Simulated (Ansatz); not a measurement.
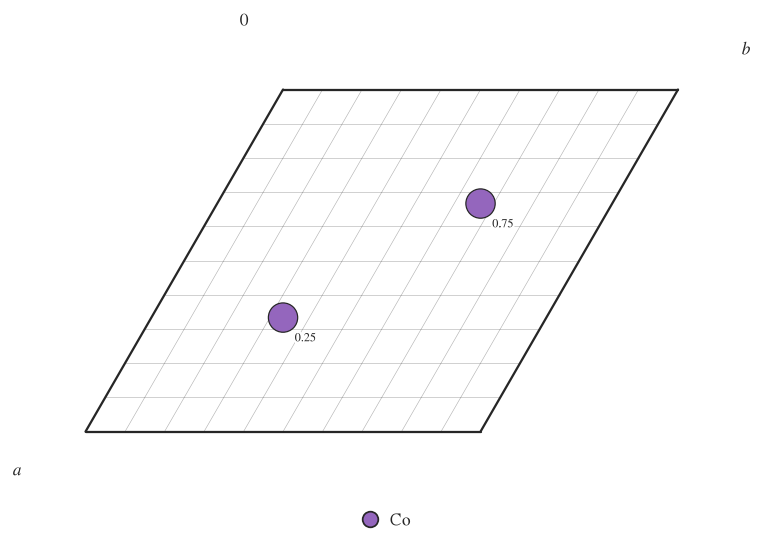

Plan of a unit cell projected along c (a down the page, b across); the numbers are heights as fractions of c, and atoms on the cell's edges are repeated. The grid marks tenths of a and b. Source: the input geometry of an electronic-structure calculation (not necessarily at equilibrium). Symmetry computed with spglib at a tolerance of 0.002 Å; standard conventional cell.

a = 2.429 Å, b = 2.429 Å, c = 3.918 Å, α = 90.00°, β = 90.00°, γ = 120.00°.

> What does the cell contain?

2 Co: Co, Z = 2.

> Which space group?

P6_3/mmc (No. 194), primitive hexagonal.

> Give the independent sites, coordinates to two places.

| atom | site | symmetry | x | y | z |
| --- | --- | --- | --- | --- | --- |
| Co | 2d | -6m2 | 0.33 | 0.67 | 0.75 |
